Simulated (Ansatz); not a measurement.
BClO (SMILES O=BCl): methods side by side

The species is BClO (3 atoms), meant as a singlet with charge 0. SMILES: `O=BCl`. The shape is that of a GFN2-xTB optimisation.

```xyz
3

O     1.0196    0.6062    0.6270
B     0.1131    0.0666    0.0695
Cl   -1.1326   -0.6728   -0.6965
```

Each level gives the energy change with the O1–B2 bond stretched from 1.193 to 1.492 Å (eV). The values are calculated.

| level | kind | program | value (eV) | less FCI/STO-3G | CPU time (all runs) |
| --- | --- | --- | --- | --- | --- |
| HF/STO-3G (restricted) | Hartree–Fock | Ansatz | 3.38 | +1.32 | 0.18 s |
| SVWN5/STO-3G (restricted) | LDA | Ansatz | 2.00 | -0.06 | 1.1 s |
| BLYP/STO-3G (restricted) | GGA | Ansatz | 1.75 | -0.31 | 1.6 s |
| r2SCAN/STO-3G (restricted) | meta-GGA | Ansatz | 2.11 | +0.05 | 4 s |
| BHLYP/STO-3G (restricted) | global hybrid | Ansatz | 2.76 | +0.70 | 1.5 s |
| r2SCAN0/STO-3G (restricted) | hybrid meta-GGA | Ansatz | 2.51 | +0.45 | 4.1 s |
| wB97M-V/STO-3G (restricted) | range-separated hybrid | Ansatz | 2.44 | +0.38 | 24 s |
| B2PLYP/STO-3G (restricted) | double hybrid | Ansatz | 2.06 | 0.00 | 2.3 s |
| CCSD(T)/STO-3G (restricted) | coupled cluster or CI | Ansatz | 2.04 | -0.02 | 0.37 s |
| FCI/STO-3G | exact in the basis | Ansatz | 2.06 | 0.00 | 1.5 s |

FCI/STO-3G is exact within its basis and frozen core, so for wave-function methods in that basis the difference is their error; functionals converge differently with the basis, so for them it is only a difference. The first shape isn't each level's own minimum. The values span 1.75 to 3.38 eV. All rows use very small basis sets, so none should be taken for the real molecule's value. In so small a basis fixed costs decide the times, and correlated methods can beat functionals. Times are those of the runs behind each value, whatever else they computed, on shared processors of several kinds: orders of magnitude only.

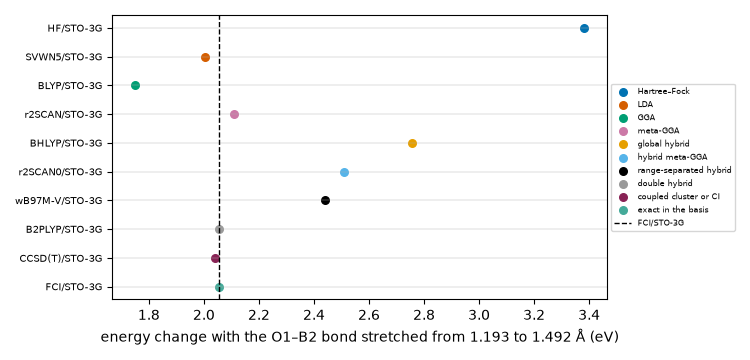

The values of the table, level by level.
